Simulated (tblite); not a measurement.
**Geometry relaxation of CH$_{9}$NSi$_{4}$ (part 1 of 4)**

- system: CH$_{9}$NSi$_{4}$
- method: GFN2-xTB geometry optimisation, gas phase (tblite 0.8.0)

It belongs to a series of runs on one base structure; here: H on Si replaced by CN.

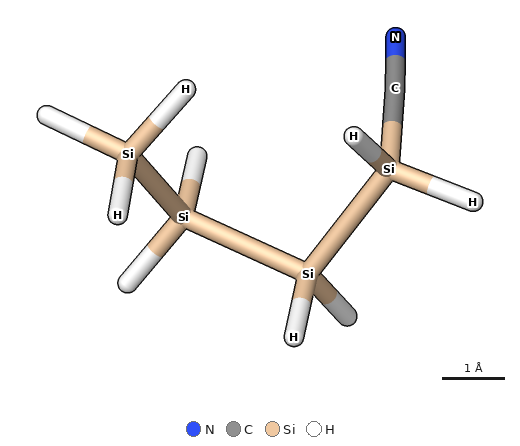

*The structure as given in the input (stick view, seen at a tilt).*

Bond lengths as drawn: C–N 1.16 Å, C–Si 1.86 Å, H–Si 1.47 to 1.50 Å and Si–Si 2.28 to 2.31 Å.

**Key numbers**

```json
{"quantity": "outcome", "value": "converged"}
{"quantity": "total energy", "value": "−448.3798 eV"}
{"quantity": "hardware", "value": "1 CPU thread, shared host"}
{"quantity": "wall time", "value": "1.2 s"}
{"quantity": "peak memory", "value": "0.18 GiB"}
```

**Input file**
```
{"job": {"kind": "relax", "xc": "GFN2-xTB", "basis": "xTB"}, "charge": 0, "multiplicity": 1}
N     -2.915400     0.897200     1.962300
C     -2.514000     0.845800     0.870700
Si    -1.802700     0.729500    -0.845300
Si    -0.549200    -1.173700    -0.974600
Si     0.976900    -1.130300     0.752300
Si     2.242000     0.764000     0.459300
H     -0.944500     1.906100    -1.167700
H     -2.880800     0.695200    -1.876100
H     -1.407500    -2.393600    -0.851000
H      0.151600    -1.260400    -2.273300
H      0.269800    -1.108000     2.052700
H      1.830200    -2.351200     0.702000
H      2.902200     0.739200    -0.859000
H      1.359100     1.951900     0.502000
H      3.277900     0.896600     1.523700
```

The first line tells a small driver script what to run in tblite; the rest is the geometry in Å.

Command:
```bash
OMP_NUM_THREADS=1 python <driver script> task.json out
```

**The program's output**
```
step      E/eV     max force
  0    -448.12431    2.126
  1    -448.05950    6.601
  2    -448.19999    0.371
  3    -448.21664    0.406
  4    -448.25435    0.632
  5    -448.27800    0.532
  6    -448.30222    0.327
  7    -448.31163    0.208
  8    -448.32331    0.325
  9    -448.33170    0.299
 10    -448.33679    0.153
 11    -448.33898    0.109
 12    -448.34056    0.106
 13    -448.34244    0.132
 14    -448.34442    0.128
 15    -448.34582    0.076
 16    -448.34659    0.081
 17    -448.34717    0.078
 18    -448.34780    0.079
 19    -448.34833    0.060
 20    -448.34873    0.057
 21    -448.34911    0.064
 22    -448.34964    0.064
 23    -448.35024    0.067
 24    -448.35073    0.049
 25    -448.35103    0.039
 26    -448.35132    0.043
 27    -448.35177    0.063
 28    -448.35253    0.096
 29    -448.35358    0.098
 30    -448.35460    0.068
 31    -448.35528    0.046
 32    -448.35571    0.048
 33    -448.35621    0.060
 34    -448.35700    0.074
 35    -448.35818    0.126
 36    -448.35967    0.152
 37    -448.36096    0.119
 38    -448.36172    0.058
 39    -448.36206    0.036
 40    -448.36230    0.045
 41    -448.36261    0.063
 42    -448.36300    0.074
 43    -448.36341    0.066
 44    -448.36368    0.038
 45    -448.36380    0.023
 46    -448.36386    0.018
 47    -448.36393    0.025
 48    -448.36404    0.034
 49    -448.36420    0.047
 50    -448.36437    0.041
 51    -448.36446    0.021
 52    -448.36450    0.013
 53    -448.36453    0.013
 54    -448.36457    0.015
 55    -448.36463    0.020
 56    -448.36471    0.019
 57    -448.36477    0.016
 58    -448.36481    0.018
 59    -448.36484    0.016
 60    -448.36489    0.018
 61    -448.36498    0.028
 62    -448.36512    0.033
 63    -448.36525    0.026
 64    -448.36533    0.017
 65    -448.36537    0.017
 66    -448.36542    0.019
 67    -448.36551    0.027
 68    -448.36565    0.033
 69    -448.36577    0.025
 70    -448.36584    0.017
 71    -448.36587    0.016
 72    -448.36590    0.015
 73    -448.36596    0.021
 74    -448.36604    0.026
 75    -448.36612    0.023
 76    -448.36614    0.017
 77    -448.36616    0.011
 78    -448.36616    0.011
 79    -448.36618    0.021
 80    -448.36620    0.025
 81    -448.36624    0.037
 82    -448.36627    0.022
 83    -448.36629    0.013
 84    -448.36631    0.011
 85    -448.36633    0.020
 86    -448.36637    0.037
 87    -448.36643    0.043
 88    -448.36650    0.042
 89    -448.36655    0.018
 90    -448.36658    0.010
 91    -448.36660    0.023
 92    -448.36664    0.039
 93    -448.36672    0.066
 94    -448.36687    0.083
 95    -448.36707    0.093
 96    -448.36726    0.054
 97    -448.36740    0.054
 98    -448.36749    0.101
 99    -448.36760    0.026
100    -448.36773    0.027
101    -448.36813    0.093
102    -448.36859    0.054
103    -448.36903    0.316
104    -448.36991    0.061
105    -448.36968    0.350
106    -448.37072    0.061
107    -448.37087    0.057
108    -448.37132    0.078
109    -448.37155    0.082
110    -448.37186    0.082
111    -448.37234    0.088
112    -448.37289    0.039
113    -448.37307    0.063
114    -448.37322    0.039
115    -448.37347    0.056
116    -448.37384    0.055
117    -448.37430    0.116
118    -448.37480    0.088
119    -448.37504    0.135
120    -448.37538    0.059
121    -448.37554    0.036
122    -448.37575    0.047
123    -448.37598    0.042
124    -448.37624    0.093
125    -448.37653    0.045
126    -448.37675    0.034
127    -448.37690    0.027
128    -448.37702    0.042
129    -448.37721    0.059
130    -448.37744    0.074
131    -448.37768    0.066
132    -448.37783    0.082
133    -448.37797    0.032
134    -448.37808    0.076
135    -448.37820    0.048
136    -448.37830    0.042
137    -448.37837    0.029
138    -448.37843    0.035
139    -448.37851    0.021
140    -448.37858    0.040
141    -448.37866    0.020
142    -448.37873    0.027
143    -448.37881    0.032
144    -448.37887    0.018
145    -448.37894    0.023
146    -448.37899    0.018
147    -448.37904    0.019
148    -448.37909    0.016
149    -448.37914    0.024
150    -448.37922    0.032
151    -448.37929    0.043
152    -448.37939    0.025
153    -448.37947    0.024
154    -448.37954    0.018
155    -448.37960    0.027
156    -448.37967    0.020
157    -448.37968    0.065
158    -448.37973    0.012
159    -448.37974    0.010
160    -448.37976    0.013
161    -448.37977    0.022
162    -448.37978    0.019
163    -448.37980    0.025
164    -448.37982    0.010
```

**Trajectory as extended XYZ (Å, eV, eV/Å), 54 of the 165 frames kept, from step=0 to step=164**
```
15
Properties=species:S:1:pos:R:3:forces:R:3 step=0 energy=-448.12431
N    -2.9154    0.8972    1.9623    0.7300  -0.1340  -1.9920
C    -2.5140    0.8458    0.8707   -0.7310   0.3070   1.8300
Si   -1.8027    0.7295   -0.8453   -0.1280   0.2830  -0.9640
Si   -0.5492   -1.1737   -0.9746   -0.0300  -0.8750   0.1830
Si    0.9769   -1.1303    0.7523    0.2370  -0.3460   0.1190
Si    2.2420    0.7640    0.4593    0.3540   0.2080   0.3830
H    -0.9445    1.9061   -1.1677   -0.3960  -0.1710   0.3240
H    -2.8808    0.6952   -1.8761    0.0790   0.2060   0.5170
H    -1.4075   -2.3936   -0.8510    0.1970   0.3490  -0.2400
H     0.1516   -1.2604   -2.2733   -0.1990  -0.0170   0.0980
H     0.2698   -1.1080    2.0527    0.1620  -0.1150  -0.1840
H     1.8302   -2.3512    0.7020   -0.2240   0.2520   0.1760
H     2.9022    0.7392   -0.8590   -0.0320   0.0930   0.1920
H     1.3591    1.9519    0.5020    0.2560  -0.1390  -0.0130
H     3.2779    0.8966    1.5237   -0.2750   0.1010  -0.4280
15
Properties=species:S:1:pos:R:3:forces:R:3 step=3 energy=-448.21664
N    -2.9103    0.8949    1.9482    0.1390  -0.0400  -0.3790
C    -2.5157    0.8545    0.8696   -0.0030   0.1620  -0.1240
Si   -1.8063    0.7345   -0.8706    0.0630  -0.1750  -0.1100
Si   -0.5493   -1.1997   -0.9670    0.0690  -0.1160   0.1500
Si    0.9852   -1.1392    0.7553    0.1110   0.0360  -0.0030
Si    2.2517    0.7690    0.4706   -0.0060  -0.0410   0.0410
H    -0.9587    1.9022   -1.1555   -0.2070   0.0570   0.2080
H    -2.8822    0.7039   -1.8593   -0.2400   0.1910   0.1600
H    -1.4029   -2.3846   -0.8605   -0.0710  -0.0600  -0.1870
H     0.1437   -1.2618   -2.2695   -0.1600  -0.0530   0.0710
H     0.2760   -1.1130    2.0463    0.1080  -0.1140  -0.0780
H     1.8235   -2.3443    0.7094   -0.0180  -0.0240   0.1650
H     2.9011    0.7430   -0.8510   -0.0030   0.0810   0.1590
H     1.3690    1.9472    0.5018    0.1700  -0.0410   0.0100
H     3.2707    0.9014    1.5103    0.0500   0.1370  -0.0840
15
Properties=species:S:1:pos:R:3:forces:R:3 step=6 energy=-448.30222
N    -2.8892    0.8885    1.8890    0.0410   0.0750  -0.1550
C    -2.5045    0.8904    0.8074   -0.0310  -0.1130   0.0840
Si   -1.7972    0.6987   -0.9103   -0.0500  -0.0230   0.0000
Si   -0.5364   -1.2385   -0.9325   -0.1270   0.1170  -0.1110
Si    1.0142   -1.1385    0.7573   -0.0190  -0.0730   0.0300
Si    2.2573    0.7627    0.4866    0.0600   0.0290  -0.0040
H    -1.0117    1.9159   -1.1026    0.0210   0.1190  -0.0070
H    -2.9396    0.7527   -1.8141   -0.1730   0.0710  -0.0250
H    -1.4193   -2.3970   -0.9085   -0.1290  -0.1800  -0.0470
H     0.1043   -1.2756   -2.2533    0.0200  -0.0640  -0.0740
H     0.3019   -1.1415    2.0300   -0.0490  -0.0360   0.1740
H     1.8201   -2.3509    0.7516    0.1760  -0.2070   0.0760
H     2.9034    0.7631   -0.8170    0.1360   0.0010  -0.1820
H     1.4080    1.9414    0.5047   -0.1240   0.2000   0.0440
H     3.2844    0.9365    1.4895    0.2490   0.0830   0.1950
15
Properties=species:S:1:pos:R:3:forces:R:3 step=9 energy=-448.33170
N    -2.8821    0.8964    1.8635   -0.1070   0.0780   0.2610
C    -2.5003    0.8876    0.7845    0.0430  -0.1270  -0.1200
Si   -1.8026    0.6900   -0.9277   -0.1170   0.2190  -0.1660
Si   -0.5480   -1.2441   -0.9338   -0.0880  -0.1790  -0.0500
Si    1.0226   -1.1501    0.7627    0.0210  -0.1190   0.0380
Si    2.2698    0.7688    0.4926    0.1410   0.1390   0.0580
H    -1.0294    1.9322   -1.0856   -0.0350  -0.0490  -0.0520
H    -2.9792    0.7785   -1.8003    0.0010   0.0340   0.0230
H    -1.4384   -2.4197   -0.9310    0.0410   0.0730  -0.0140
H     0.0931   -1.2886   -2.2569    0.0260  -0.0500  -0.0480
H     0.3063   -1.1562    2.0441    0.0230  -0.0220   0.0260
H     1.8387   -2.3753    0.7759    0.0100   0.0360   0.0370
H     2.9196    0.7702   -0.8238    0.0250   0.0000   0.0350
H     1.4097    1.9597    0.5116    0.0480  -0.0530   0.0380
H     3.3159    0.9586    1.5022   -0.0340   0.0210  -0.0670
15
Properties=species:S:1:pos:R:3:forces:R:3 step=12 energy=-448.34056
N    -2.8833    0.9061    1.8617    0.0070   0.0350  -0.0380
C    -2.5007    0.8749    0.7808   -0.0360  -0.0610   0.0790
Si   -1.8126    0.6997   -0.9432   -0.0180  -0.0550   0.0510
Si   -0.5575   -1.2543   -0.9385    0.0340   0.0750  -0.0030
Si    1.0268   -1.1597    0.7660   -0.0010   0.0700  -0.0400
Si    2.2825    0.7778    0.4977   -0.0370  -0.0870  -0.0020
H    -1.0372    1.9365   -1.0859    0.0010   0.0150  -0.0720
H    -2.9969    0.7918   -1.7964   -0.0540   0.0430  -0.0430
H    -1.4444   -2.4247   -0.9404   -0.0230  -0.0020  -0.0070
H     0.0913   -1.2987   -2.2620    0.0030  -0.0490   0.0020
H     0.3105   -1.1638    2.0512    0.0450  -0.0190  -0.0260
H     1.8474   -2.3820    0.7884    0.0030   0.0390   0.0220
H     2.9282    0.7730   -0.8224    0.0140   0.0090   0.0610
H     1.4147    1.9620    0.5181    0.0480  -0.0410   0.0350
H     3.3268    0.9694    1.5028    0.0140   0.0280  -0.0190
15
Properties=species:S:1:pos:R:3:forces:R:3 step=15 energy=-448.34582
N    -2.8867    0.9189    1.8645    0.0160  -0.0140  -0.0460
C    -2.5048    0.8557    0.7848   -0.0200   0.0370   0.0100
Si   -1.8245    0.7010   -0.9479   -0.0140  -0.0660   0.0360
Si   -0.5591   -1.2527   -0.9424   -0.0080   0.0690  -0.0190
Si    1.0293   -1.1567    0.7617   -0.0370  -0.0080  -0.0260
Si    2.2872    0.7709    0.5028   -0.0050  -0.0480   0.0190
H    -1.0438    1.9382   -1.0997   -0.0430  -0.0410  -0.0300
H    -3.0144    0.8074   -1.7998    0.0120   0.0180   0.0160
H    -1.4494   -2.4236   -0.9468    0.0010   0.0230   0.0140
H     0.0912   -1.3141   -2.2650    0.0020  -0.0250   0.0110
H     0.3216   -1.1716    2.0500    0.0090   0.0070  -0.0060
H     1.8521   -2.3763    0.7995    0.0170   0.0190  -0.0130
H     2.9360    0.7762   -0.8098    0.0440  -0.0050  -0.0370
H     1.4272    1.9543    0.5289   -0.0300   0.0330   0.0260
H     3.3336    0.9803    1.4974    0.0560   0.0020   0.0450
15
Properties=species:S:1:pos:R:3:forces:R:3 step=19 energy=-448.34833
N    -2.8878    0.9224    1.8641   -0.0120  -0.0100   0.0280
C    -2.5093    0.8543    0.7843   -0.0070   0.0350  -0.0160
Si   -1.8335    0.6942   -0.9471   -0.0170   0.0190  -0.0280
Si   -0.5618   -1.2448   -0.9478    0.0100  -0.0430   0.0030
Si    1.0247   -1.1578    0.7558    0.0270   0.0200   0.0080
Si    2.2924    0.7656    0.5079    0.0350   0.0490  -0.0040
H    -1.0554    1.9296   -1.1117   -0.0110  -0.0130  -0.0110
H    -3.0204    0.8168   -1.7981   -0.0280  -0.0120   0.0010
H    -1.4505   -2.4169   -0.9464   -0.0080   0.0110   0.0180
H     0.0923   -1.3253   -2.2655    0.0080   0.0010  -0.0150
H     0.3274   -1.1735    2.0488   -0.0160   0.0080   0.0010
H     1.8572   -2.3700    0.8008    0.0070  -0.0010  -0.0310
H     2.9464    0.7763   -0.8074    0.0000  -0.0050   0.0350
H     1.4296    1.9530    0.5391    0.0200  -0.0330   0.0150
H     3.3444    0.9840    1.5012   -0.0090  -0.0260  -0.0040
15
Properties=species:S:1:pos:R:3:forces:R:3 step=22 energy=-448.34964
N    -2.8888    0.9223    1.8643    0.0090   0.0000  -0.0380
C    -2.5138    0.8608    0.7822   -0.0140   0.0040   0.0280
Si   -1.8418    0.6908   -0.9512   -0.0070  -0.0250   0.0210
Si   -0.5613   -1.2461   -0.9499    0.0250   0.0280   0.0120
Si    1.0269   -1.1551    0.7536    0.0350   0.0380   0.0160
Si    2.3008    0.7684    0.5115   -0.0190  -0.0460   0.0110
H    -1.0654    1.9226   -1.1202    0.0300   0.0410  -0.0180
H    -3.0302    0.8213   -1.7958   -0.0550  -0.0250  -0.0220
H    -1.4534   -2.4116   -0.9435   -0.0340  -0.0400   0.0170
H     0.0934   -1.3323   -2.2676   -0.0020   0.0070  -0.0070
H     0.3288   -1.1735    2.0473   -0.0070   0.0080  -0.0160
H     1.8616   -2.3661    0.7967    0.0020  -0.0040  -0.0300
H     2.9538    0.7760   -0.8010    0.0200   0.0060  -0.0120
H     1.4341    1.9481    0.5482   -0.0070   0.0260   0.0090
H     3.3510    0.9824    1.5036    0.0240  -0.0180   0.0300
15
Properties=species:S:1:pos:R:3:forces:R:3 step=25 energy=-448.35103
N    -2.8909    0.9220    1.8651   -0.0010   0.0170  -0.0110
C    -2.5200    0.8685    0.7814    0.0090  -0.0290  -0.0190
Si   -1.8525    0.6870   -0.9536    0.0040   0.0160  -0.0140
Si   -0.5586   -1.2451   -0.9514   -0.0190   0.0100   0.0190
Si    1.0330   -1.1483    0.7534   -0.0130  -0.0230  -0.0120
Si    2.3095    0.7688    0.5165    0.0010  -0.0090   0.0160
H    -1.0718    1.9183   -1.1336   -0.0020   0.0040  -0.0080
H    -3.0461    0.8200   -1.7966   -0.0050  -0.0360   0.0150
H    -1.4595   -2.4090   -0.9357    0.0200   0.0040   0.0100
H     0.0955   -1.3381   -2.2712   -0.0270   0.0110   0.0250
H     0.3280   -1.1711    2.0438    0.0090   0.0020  -0.0220
H     1.8666   -2.3618    0.7853   -0.0120   0.0100  -0.0150
H     2.9644    0.7757   -0.7957    0.0110   0.0160  -0.0010
H     1.4375    1.9455    0.5596    0.0150   0.0220   0.0020
H     3.3605    0.9757    1.5108    0.0100  -0.0140   0.0160
15
Properties=species:S:1:pos:R:3:forces:R:3 step=28 energy=-448.35253
N    -2.8924    0.9258    1.8610   -0.0090   0.0130   0.0110
C    -2.5235    0.8684    0.7770    0.0140  -0.0120  -0.0220
Si   -1.8604    0.6868   -0.9587    0.0080   0.0240  -0.0350
Si   -0.5607   -1.2410   -0.9475   -0.0450  -0.0160  -0.0050
Si    1.0360   -1.1460    0.7498   -0.0220   0.0120  -0.0510
Si    2.3170    0.7667    0.5244    0.0430   0.0820  -0.0240
H    -1.0771    1.9171   -1.1473   -0.0340  -0.0170  -0.0040
H    -3.0625    0.8084   -1.7940    0.0280  -0.0290   0.0220
H    -1.4607   -2.4072   -0.9258    0.0330   0.0210   0.0110
H     0.0899   -1.3398   -2.2680   -0.0240   0.0110   0.0160
H     0.3290   -1.1683    2.0355   -0.0060  -0.0100   0.0330
H     1.8683   -2.3570    0.7705    0.0100  -0.0350  -0.0010
H     2.9763    0.7798   -0.7906   -0.0250   0.0140   0.0680
H     1.4451    1.9489    0.5699    0.0660  -0.0410   0.0030
H     3.3712    0.9655    1.5218   -0.0380  -0.0180  -0.0240
15
Properties=species:S:1:pos:R:3:forces:R:3 step=31 energy=-448.35528
N    -2.8961    0.9365    1.8498    0.0010   0.0010  -0.0120
C    -2.5313    0.8689    0.7648    0.0100   0.0260   0.0180
Si   -1.8800    0.6853   -0.9750    0.0010  -0.0250   0.0240
Si   -0.5704   -1.2329   -0.9403   -0.0190   0.0140  -0.0380
Si    1.0419   -1.1373    0.7350    0.0110   0.0320   0.0030
Si    2.3406    0.7693    0.5412   -0.0020  -0.0010  -0.0120
H    -1.0984    1.9114   -1.1814   -0.0410   0.0150  -0.0130
H    -3.1001    0.7826   -1.7844    0.0290  -0.0110  -0.0190
H    -1.4614   -2.4004   -0.9026   -0.0130  -0.0340   0.0170
H     0.0737   -1.3455   -2.2599   -0.0060   0.0090  -0.0360
H     0.3330   -1.1651    2.0203    0.0140  -0.0220   0.0380
H     1.8743   -2.3492    0.7383   -0.0060  -0.0310   0.0100
H     3.0033    0.7919   -0.7679    0.0050   0.0210   0.0110
H     1.4737    1.9506    0.5971    0.0420   0.0130   0.0100
H     3.3929    0.9419    1.5433   -0.0270  -0.0070  -0.0020
```
